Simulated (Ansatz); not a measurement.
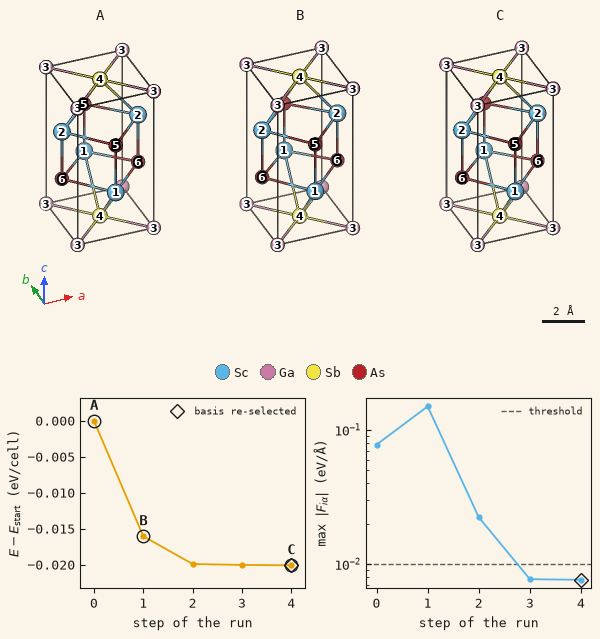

Frames of a relaxation of crystalline Sc₂GaSbAs₂ (a generated structure, set up in P-4m2), marked on the history of the run. A ball-and-stick model of the cell of the calculation, seen from a free direction.

All numbers below come from DFT PBE, scalar-relativistic, plane waves, PAW (Ansatz).

The input:
```yaml
crystal:
  lattice:
    - [3.9952396683, 0.0, 0.0]
    - [0.0, 3.9952396683, 0.0]
    - [0.0, 0.0, 7.8866143115]
  atoms:
    - { symbol: Sc, position: [0.5, 0.0, 0.3220336267] }
    - { symbol: Sc, position: [0.0, 0.5, 0.6779663733] }
    - { symbol: Ga, position: [0.0, 0.0, 0.0] }
    - { symbol: Sb, position: [0.5, 0.5, 0.0] }
    - { symbol: As, position: [0.5, 0.0, 0.6669596454] }
    - { symbol: As, position: [0.0, 0.5, 0.3330403546] }
basis:
  ecutwfc: 420
kpoints:
  mp_grid: { grid: [10, 10, 6] }
hamiltonian:
  xc: pbe
scf:
  occupations: { method: gaussian, width: 0.1 }
output:
  forces: true
  stress: true
  eigenvalues: true
  write_density: true
  write_potential: true
  elf: true
  volumetric_format: npy
relax:
  adjacent_minimum: "off"
  f_tol: 0.01
  max_steps: 80
  cell: { stress_tol: 0.05 }
```

Command:
```bash
ansatz run input.yaml --threads 1 --pin off --max-ram 2560MiB --backend cpu --events-out ev --progress --plain --runs-dir out
```

Q: Describe the path.

A: The largest moves relative to the cell, 0.028 Å, are those of As5 and As6. As5 goes along −c. By element the largest moves are As 0.028 Å, Sc 0.011 Å. Ga and Sb stay in place. The volume changes by +0.2 %, with a = b 3.995 → 3.958 Å (−0.9 %), c 7.887 → 8.051 Å (+2.1 %). Near-neighbour distances that change, for instance: Sc1–Sb4 3.231 → 3.271 Å, Ga3–Sb4 2.825 → 2.799 Å, Sc1–As6 2.826 → 2.801 Å, Sc1–As5 2.720 → 2.738 Å. The space group stays P-4m2 (No. 115). Over 3 accepted moves (4 points after the start) the energy falls by 20.1 meV per cell of the calculation. The largest force component goes from 0.078 to 0.0076 eV/Å. Pressure: −0.31 GPa at the start and 0.01 GPa at the end. At 1 point the geometry stayed and the basis and grid were re-selected for the new cell (energy shift of 0.1 meV per cell of the calculation at most each time). The run took 4.8 min on 1 thread of Arm Neoverse V2, on a shared host, peak memory 0.66 GiB. From step 0 to 1: As atoms move most (0.05 Å), energy −16.0 meV per cell of the calculation. From step 1 to 4: As atoms move most (0.02 Å), volume +0.2 %, energy −4.0 meV per cell of the calculation.

```csv
step,"E − E(0), meV/atom","largest force component, eV/Å","pressure, GPa","volume, Å³/atom",note
0,0.00,0.0777,-0.31,20.981,
1,-2.67,0.1498,0.30,20.985,
2,-3.32,0.0223,0.03,21.025,
3,-3.34,0.0077,0.01,21.026,
4,-3.35,0.0076,0.01,21.026,"same geometry, new basis"
```
